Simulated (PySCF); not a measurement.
# CH3AlO (SMILES [CH3][Al]=[O]): MP2/pc-0

What is the vertical ionisation energy of CH3AlO at MP2/pc-0? The job is set up through a Python script.

The calculation is run with PySCF 2.14.0.

## (1) The system as given

The species is CH3AlO (6 atoms), meant as a singlet with charge 0. As SMILES, `[CH3][Al]=[O]`. Geometry: relaxed at PBE0-D4/def2-TZVP.

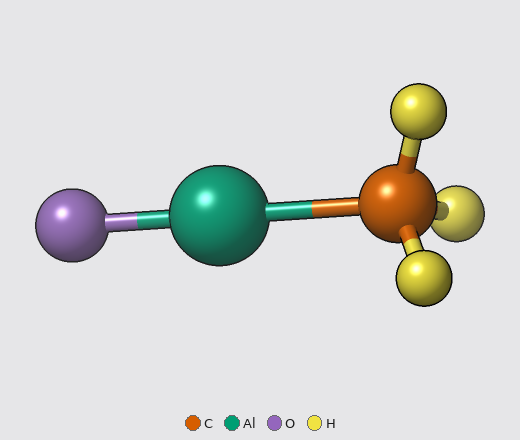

The structure, seen from a chosen angle (carbon orange, aluminium teal, oxygen purple, hydrogen yellow).

## (2) The energy at MP2/pc-0

Input file input.py:

```python
from pyscf import gto, scf, mp

mol = gto.M(
    atom='''
C     -0.779512     0.941462    -0.596020
Al     1.316572    -1.590016     1.006279
O      3.045672    -3.677974     2.328332
H      0.123210     2.795094    -0.498699
H     -2.614625     1.059947     0.341662
H     -1.091128     0.471298    -2.581555
''',
    basis='pc-0',
    verbose=3,
    max_memory=1860,
    charge=0,
    unit='bohr',
)

calc0 = scf.RHF(mol)
calc0.conv_tol = 1e-10
calc0.kernel()
if not calc0.converged:
    calc0 = calc0.newton().run(calc0.mo_coeff, calc0.mo_occ)

pt = mp.MP2(calc0, frozen=7).run()
energy = pt.e_tot
print('E(%s) = %.9f' % ('MP2', energy))
```

Started as:

```console
$ OMP_NUM_THREADS=1 python input.py
```

What it wrote:

```text
converged SCF energy = -355.908053938944
E(RMP2) = -356.160026813562  E_corr = -0.251972874617878
E(SCS-RMP2) = -356.155329541751  E_corr = -0.247275602806791
E(MP2) = -356.160026814
```

Wall time 0.78 s (1 thread of Arm Neoverse V1, shared host); peak memory 0.12 GiB.

## (3) The doublet cation at the same level

Input file calc.py:

```python
from pyscf import gto, scf, mp

mol = gto.M(
    atom='''
C       -0.412500       0.498200      -0.315400
Al       0.696700      -0.841400       0.532500
O        1.611700      -1.946300       1.232100
H        0.065200       1.479100      -0.263900
H       -1.383600       0.560900       0.180800
H       -0.577400       0.249400      -1.366100
''',
    spin=1,
    verbose=4,
    max_memory=1860,
    charge=1,
    basis='pc-0',
)

mf = scf.UHF(mol)
mf.conv_tol = 1e-10
mf.kernel()
if not mf.converged:
    mf = mf.newton().run(mf.mo_coeff, mf.mo_occ)

pt = mp.MP2(mf, frozen=7).run()
energy = pt.e_tot
print('E(%s) = %.9f' % ('MP2', energy))
```

Started as:

```console
$ OMP_NUM_THREADS=1 python calc.py
```

What it wrote:

```text
PySCF version 2.14.0

[INPUT] num. atoms = 6
[INPUT] num. electrons = 29
[INPUT] charge = 1
[INPUT] spin (= nelec alpha-beta = 2S) = 1
[INPUT] symmetry False subgroup None
[INPUT] Mole.unit = angstrom
[INPUT] Symbol           X                Y                Z      unit          X                Y                Z       unit  Magmom
[INPUT]  1 C     -0.412500000000   0.498200000000  -0.315400000000 AA   -0.779512026383   0.941461555258  -0.596019619688 Bohr   0.0
[INPUT]  2 Al     0.696700000000  -0.841400000000   0.532500000000 AA    1.316572190984  -1.590015561209   1.006279161331 Bohr   0.0
[INPUT]  3 O      1.611700000000  -1.946300000000   1.232100000000 AA    3.045671594962  -3.677973956241   2.328331558077 Bohr   0.0
[INPUT]  4 H      0.065200000000   1.479100000000  -0.263900000000 AA    0.123210143322   2.795093910844  -0.498698724273 Bohr   0.0
[INPUT]  5 H     -1.383600000000   0.560900000000   0.180800000000 AA   -2.614625065948   1.059947383269   0.341662483321 Bohr   0.0
[INPUT]  6 H     -0.577400000000   0.249400000000  -1.366100000000 AA   -1.091127864324   0.471297695467  -2.581554858768 Bohr   0.0

nuclear repulsion = 83.9095532175337
number of shells = 9
number of NR pGTOs = 63
number of NR cGTOs = 37
basis = pc-0
ecp = {}

[... 101 lines left out ...]
converged SCF energy = -355.60821061021  <S^2> = 0.76063258  2S+1 = 2.0106045
[... 1 line left out ...]
******** <class 'pyscf.mp.ump2.UMP2'> ********
nocc = (np.int64(8), np.int64(7)), nmo = (30, 30)
frozen orbitals 7
E(UMP2) = -355.787429487502  E_corr = -0.179218877292054
E(SCS-UMP2) = -355.787775018472  E_corr = -0.179564408262188
E_corr(same-spin) = -0.0409595128710883
E_corr(oppo-spin) = -0.138259364420966
E(MP2) = -355.787429488
```

Wall time 0.88 s (1 thread of Arm Neoverse V1, shared host); peak memory 0.12 GiB.

## (4) Results

Level: MP2/pc-0, 7 core orbitals frozen.

```
                                                                  quantity          value
                                              singlet CH3AlO: total energy  -356.16003 Eh
                      singlet CH3AlO: dipole moment (Hartree–Fock density)         5.99 D
                       singlet CH3AlO: HOMO energy (Hartree–Fock orbitals)      -10.51 eV
                       singlet CH3AlO: LUMO energy (Hartree–Fock orbitals)        2.70 eV
                     singlet CH3AlO: HOMO–LUMO gap (Hartree–Fock orbitals)       13.20 eV
               singlet CH3AlO: correlation energy (7 core orbitals frozen)     -252.0 mEh
                                              doublet cation: total energy  -355.78743 Eh
doublet cation: HOMO energy (Hartree–Fock orbitals) (highest over α and β)      -19.34 eV
 doublet cation: LUMO energy (Hartree–Fock orbitals) (lowest over α and β)       -6.28 eV
               doublet cation: correlation energy (7 core orbitals frozen)     -179.2 mEh
                         doublet cation: ⟨S²⟩ of the reference determinant          0.761
                        vertical ionisation energy (to the doublet cation)      10.139 eV
```

Removing an electron at fixed nuclei costs 10.14 eV (978 kJ/mol). Mulliken charges (singlet CH3AlO) of the mean-field density run from -1.06 on C1 to +1.05 on Al2; they depend strongly on the basis. Mulliken charges (doublet cation) of the mean-field density run from -1.01 on C1 to +1.48 on Al2.
